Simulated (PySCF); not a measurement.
# C18H24: the cost of one run

Programs: PySCF 2.14.0, with routines of our own; each step states its level. All values are computed. Atoms count from 0.

### 1 The system as given

42 atoms, charge 0, multiplicity 1; geometry from: GFN2-xTB.

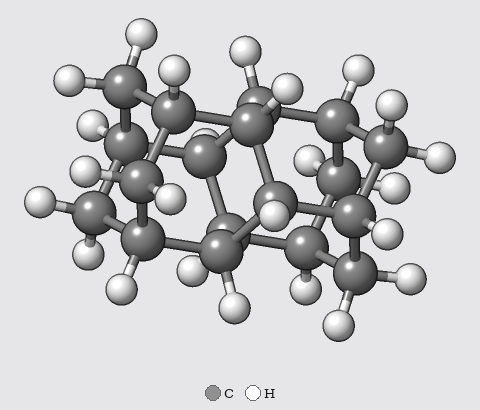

The starting geometry (carbon grey, hydrogen white).

### 2 Core binding energies: delta-SCF UKS SCAN, pcX-2 on the ionised atom, pcseg-1

The job: settings as JSON, then the geometry in Å.

```
{"job": {"kind": "xps", "atoms": [1, 2]}, "charge": 0, "multiplicity": 1}
C     -1.232463     0.711648    -2.382453
C      0.000035    -1.422554    -2.382572
C     -0.000014     1.423437     2.382718
C      0.000170     1.426757    -0.283022
C     -0.000076     1.429158    -1.834036
C     -1.237358     0.714957     1.834379
C     -1.235530     0.713878     0.283529
C     -1.232080    -0.710859     2.382946
C     -1.235649    -0.712820    -0.282784
C      0.000027    -1.428406     1.834172
C     -1.237489    -0.714250    -1.833793
C     -0.000118    -1.426252     0.283273
C      1.232096     0.711649    -2.382578
C      1.237358     0.714865     1.834256
C      1.235570     0.713409     0.283386
C      1.232165    -0.710938     2.382862
C      1.235340    -0.713060    -0.283121
C      1.237328    -0.714080    -1.833898
H     -1.183510     0.683452    -3.473668
H     -2.148090     1.240423    -2.116562
H     -0.000396    -1.365802    -3.473759
H     -0.000336    -2.479893    -2.117053
H      0.000178     1.366979     3.473782
H      0.000218     2.480605     2.116783
H     -0.000070     2.467851     0.049316
H     -0.000393     2.464063    -2.194069
H     -2.133363     1.232555     2.194054
H     -2.137256     1.234219    -0.049325
H     -1.183069    -0.682366     3.474082
H     -2.147867    -1.239295     2.117478
H     -2.137219    -1.233539     0.049740
H     -0.000341    -2.463149     2.194277
H     -2.133777    -1.231534    -2.193754
H     -0.000143    -2.467440    -0.049058
H      1.182962     0.683400    -3.473638
H      2.147619     1.240358    -2.116955
H      2.133713     1.232018     2.193913
H      2.136921     1.234223    -0.049403
H      1.183009    -0.682797     3.473985
H      2.147722    -1.239792     2.117354
H      2.136800    -1.233493     0.049618
H      2.133205    -1.231667    -2.193781
```

Level: delta-SCF UKS SCAN, pcX-2 on the ionised atom, pcseg-1 elsewhere, spin-free X2C (atomic blocks).

Command:

```bash
> OMP_NUM_THREADS=1 python large_run.py task.json out
```

This one command runs all jobs of the session in turn.

Q: Estimate the wall time and peak memory of this job on 1 thread of Arm Neoverse N1, shared host.

About 4.4 min, with a peak of 0.72 GiB.
